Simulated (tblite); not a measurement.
# C4H11N3Si: the cost of one run

Programs: tblite 0.8.0 and PySCF 2.14.0, with density-fitted response routines of our own. Each step states its level of theory. These are calculated values for one molecule in the gas phase, unless marked as measured. Atoms count from 0, in the outputs and in this text.

**1. The starting structure**

19 atoms, charge 0, multiplicity 1; geometry from: force field or distance geometry start.

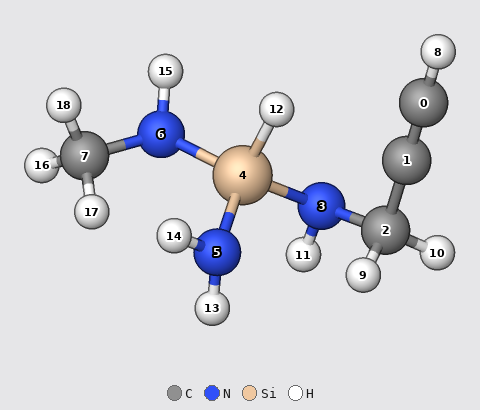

As it starts; carbon grey, nitrogen blue, silicon light orange, hydrogen white, atoms numbered.

**2. Geometry optimisation with GFN2-xTB**

What the job is given:

```
{"job": {"kind": "relax", "xc": "GFN2-xTB", "basis": "xTB"}, "charge": 0, "multiplicity": 1}
C     -3.081500     1.015100     0.924500
C     -2.628900     0.021400     0.420200
C     -2.054800    -1.218200    -0.161900
N     -0.774500    -1.450600     0.485000
Si     0.207800     0.001100     0.138000
N      0.307700     0.278700    -1.611600
N      1.771100    -0.007400     0.977100
C      2.861600     0.522500     0.185900
H     -3.477400     1.899600     1.364300
H     -1.888700    -0.990400    -1.225100
H     -2.739000    -2.081700    -0.040700
H     -0.316300    -2.313900     0.080700
H     -0.572400     1.145600     0.702200
H      0.496800    -0.541800    -2.196600
H      0.813400     1.158000    -1.865400
H      1.679700     0.618400     1.829500
H      3.781100    -0.065500     0.382900
H      2.577500     0.453900    -0.905300
H      3.027200     1.564600     0.509100
```

The run is started by

```sh
OMP_NUM_THREADS=1 python probes_run.py task.json out
```

This one command runs all jobs of the session in turn.

**Question.** How long does this first job take on 1 thread of Arm Neoverse N1, shared host?

About 2.9 s.
